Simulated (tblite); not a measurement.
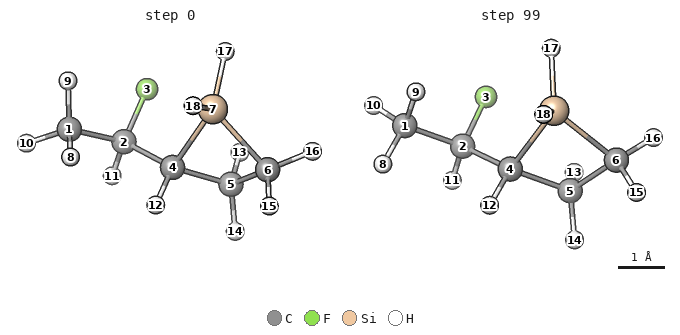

The structure of C$_{5}$H$_{11}$FSi before (left) and after (right) a relaxation, at one scale.

The picture is a ball-and-stick view, seen from a free direction.

Computed with tblite 0.8.0, GFN2-xTB geometry optimisation, gas phase. 

Q: Summarise the run.

A: Over 99 geometry steps the energy falls by 20.1 kcal/mol. The largest move after the best rigid fit is that of H10, 0.90 Å. By element the largest moves are H 0.90 Å, C 0.33 Å, F 0.23 Å, Si 0.20 Å. Among the contacts that change: C4–Si7 1.837 → 1.923 Å, C6–Si7 1.842 → 1.910 Å, C4–C5 1.498 → 1.544 Å, C1–H8 1.130 → 1.086 Å. Among the angles between lasting bonds that change: F3–C2–H11 114.1° → 104.9°, C4–C5–C6 92.4° → 99.9°, H15–C6–H16 113.8° → 107.3°. Groups turn about C1–C2 by about 45°.
